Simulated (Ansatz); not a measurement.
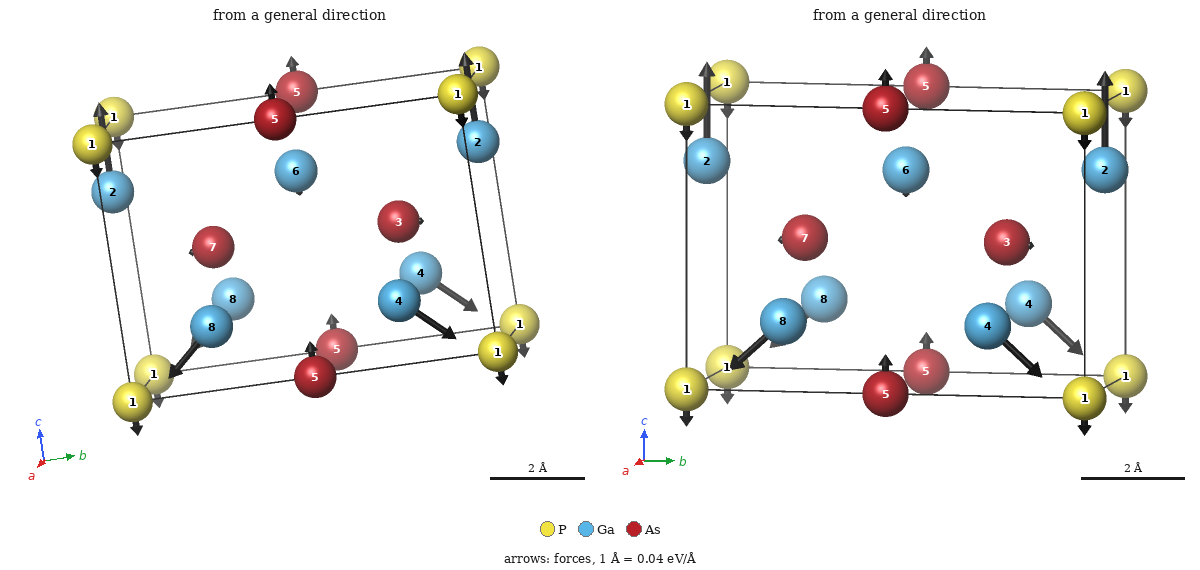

View from two general directions, drawn as a spheres-only model. The wireframe shows the simulation cell. The arrows are the computed forces on the atoms.

System: Ga$_{4}$As$_{3}$P. Theory: DFT, PBE, plane waves, PAW (Ansatz 0.2.0). Numerical settings: a 420 eV plane-wave basis, Brillouin-zone sampling on a 6×4×6 mesh, Fermi-Dirac smearing of 0.02 eV, no spin polarisation.

> Would an optimiser stop at this geometry?

No. The atoms still feel forces of up to about 0.061 eV/Å, above a usual threshold of 0.01 to 0.03 eV/Å.

> Name the atom under the greatest force.

Ga2, about 0.061 eV/Å.

It derives from a structure type filled with these elements by a generator (whether the compound takes this form wasn't checked). Earlier steps of the study, as a rule a relaxation of our own, may have changed the cell and positions, so they can lie some per cent off the listed ones. It went into a calculation with Ansatz.
